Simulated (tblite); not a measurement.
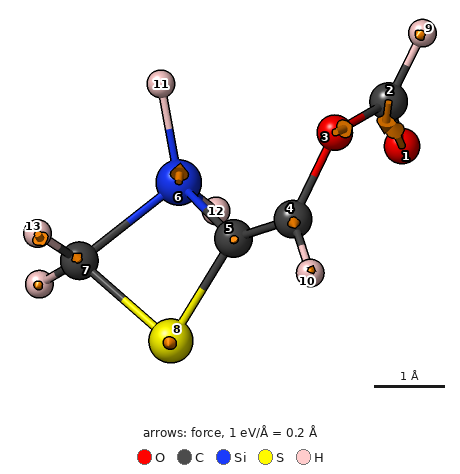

Starting geometry of C4H6O2SSi with the computed forces as orange arrows. A ball-and-stick model, seen from a free direction.

Method: tblite 0.8.0, GFN2-xTB geometry optimisation, gas phase. 

Question: Is this structure relaxed? If not, where do the atoms go?

Answer: It isn't relaxed: the largest force vector, on an O atom, is 3.54 eV/Å. The final displacements follow the starting forces only in part (cosine between the two patterns 0.36). Over 68 geometry steps the energy falls by 27.3 kcal/mol. The atom that moves furthest after the best rigid fit is an O atom (1.37 Å). By element the largest moves are O 1.37 Å, S 1.00 Å, H 0.81 Å, C 0.24 Å, Si 0.24 Å. Some distances before and after: O–Si 3.295 → 2.288 Å, C–O 1.394 → 1.296 Å, C–Si 1.881 → 1.953 Å, C–Si 1.836 → 1.898 Å. Among the angles between lasting bonds that change: Si–C–S 86.9° → 99.1°, Si–C–S 84.3° → 94.2°, C–Si–H 115.8° → 106.5°. Groups turn about C–O by about 60°, C–Si by about 35°, C–Si by about 35°. The run took 0.8 s on 1 thread of Intel(R) Xeon(R) Processor @ 2.70GHz (shared host).
